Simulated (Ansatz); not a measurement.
# SiHF3 (SMILES F[SiH](F)F) at BHLYP/def2-SVPD

What is the electronic atomisation energy of SiHF3 at BHLYP/def2-SVPD? 

The results are computed with Ansatz 0.2.0.

55 further runs of the same task are left out: 55 set aside as unsound or not needed.

### 1 The molecule

SiHF3 has 5 atoms, charge 0, and is taken as a singlet. As SMILES, `F[SiH](F)F`. The shape is that of a PBE0-D4/def2-TZVP optimisation.

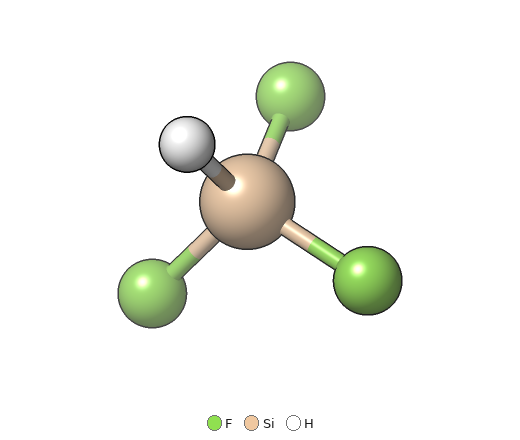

Viewed from a chosen angle; fluorine green, silicon light orange, hydrogen white.

### 2 The energy at BHLYP/def2-SVPD

Input file job.yaml:

```yaml
crystal:
  periodic: [false, false, false]
  atoms:
    - {symbol: F, position_ang: [-0.447100, -0.082200, 1.491300]}
    - {symbol: Si, position_ang: [0.040700, 0.001700, -0.001800]}
    - {symbol: F, position_ang: [-0.597100, 1.281400, -0.657200]}
    - {symbol: F, position_ang: [-0.495900, -1.263300, -0.767200]}
    - {symbol: H, position_ang: [1.499400, 0.062400, -0.065100]}
basis:
  gaussian: {orbitals: def2-SVPD}
hamiltonian: {xc: {name: BHLYP}}
accuracy: high
output: {orbitals: {seedname: orbitals}}
```

Run with:

```sh
$ ansatz run job.yaml --threads 1 --pin off --max-ram 3480MiB --events-out events.jsonl --progress --plain --runs-dir runs
```

The program printed:

```text
Warning: RAYON_NUM_THREADS=1 ignored (pool sized by the plan → 1); use --threads N
Functional definition: BHLYP
  name "BHLYP"
  parameter a = 0.5
  exchange = (1 - a)*b88_x + a*exact_x
  correlation = lyp_c
1966 factors; integrals over basis functions are off by at most 3.3e-9 eV
mean field evaluation 1: about -16034.7810 eV, gradient 4.7e1 eV
mean field evaluation 2: about -16034.0491 eV, gradient 5.3e1 eV
mean field evaluation 4: about -16038.0564 eV, gradient 9.8e-1 eV
mean field evaluation 8: about -16038.2832 eV, gradient 3.8e-2 eV
mean field evaluation 16: about -16038.2832 eV, gradient 1.9e-6 eV
mean field -16038.28323742 eV, -589.3960378363 hartree, gradient 5.6e-8 eV, S^2 0.000000; 0 other end points of the search recorded, 0 dependent functions left out
reference -16038.28326211 eV, -589.3960387436 hartree; 21, 21 occupied and 80, 80 virtual orbitals, 1966 factors
Total energy: -16038.28326211 eV, -589.3960387436 hartree
```

Wall time 7.5 s (1 thread of Arm Neoverse V2, shared host); peak memory 0.32 GiB.

### 3 The F atom at the same level

Input file in.yaml:

```yaml
crystal:
  periodic: [false, false, false]
  atoms:
    - symbol: F
      position_ang: [0.000000, 0.000000, 0.000000]
basis:
  gaussian:
    orbitals: def2-SVPD
magnetization:
  spin_polarized: true
  initial_magnetization: 1
hamiltonian:
  xc: {name: BHLYP}
accuracy: high
```

Run with:

```sh
$ ansatz run in.yaml --threads 1 --pin off --max-ram 3480MiB --events-out events.jsonl --progress --plain --runs-dir runs
```

The program printed:

```text
Warning: RAYON_NUM_THREADS=1 ignored (pool sized by the plan → 1); use --threads N
[... 5 set-up lines as earlier in the session ...]
194 factors; integrals over basis functions are off by at most 1.8e-9 eV
mean field evaluation 1: about -2710.8928 eV, gradient 4.6e0 eV
mean field evaluation 2: about -2710.9583 eV, gradient 7.5e-1 eV
mean field evaluation 4: about -2710.9614 eV, gradient 1.3e-1 eV
mean field evaluation 8: about -2710.9615 eV, gradient 1.2e-3 eV
mean field -2710.96149910 eV, -99.6259975361 hartree, gradient 7.0e-9 eV, S^2 0.752010; 0 other end points of the search recorded, 0 dependent functions left out
reference -2710.96151540 eV, -99.6259981353 hartree; 5, 4 occupied and 18, 19 virtual orbitals, 194 factors
Total energy: -2710.96151540 eV, -99.6259981353 hartree
```

Wall time 0.3 s (1 thread of Arm Neoverse V2, shared host).

### 4 The H atom at the same level

Input file input.yaml:

```yaml
crystal:
  periodic: [false, false, false]
  atoms:
    - {symbol: H, position_ang: [0.000000, 0.000000, 0.000000]}
basis:
  gaussian: {orbitals: def2-SVPD}
magnetization: {spin_polarized: true, initial_magnetization: 1}
hamiltonian: {xc: {name: BHLYP}}
accuracy: high
```

Run the same way, it converges to -0.49784 Eh (log not shown).

### 5 The Si atom

Input file molecule.yaml:

```yaml
crystal:
  periodic: [false, false, false]
  atoms:
    - {symbol: Si, position_ang: [0.000000, 0.000000, 0.000000]}
basis:
  gaussian:
    orbitals: def2-SVPD
accuracy: high
hamiltonian:
  xc: {name: BHLYP}
magnetization:
  spin_polarized: true
  initial_magnetization: 2
```

Run the same way, it converges to -289.28042 Eh (log not shown).

### 6 Results

Level: BHLYP/def2-SVPD.

```
                     quantity          value
       molecule: total energy  -589.39604 Eh
        molecule: HOMO energy      -12.95 eV
        molecule: LUMO energy        1.01 eV
      molecule: HOMO–LUMO gap       13.96 eV
         F atom: total energy   -99.62600 Eh
                 F atom: ⟨S²⟩          0.752
         H atom: total energy    -0.49784 Eh
                 H atom: ⟨S²⟩          0.750
        Si atom: total energy  -289.28042 Eh
                Si atom: ⟨S²⟩          2.006
electronic atomisation energy      20.131 eV
```

**Reading.** Taking the molecule apart into free atoms costs 20.13 eV (1942 kJ/mol), before zero-point energy and without spin-orbit coupling.
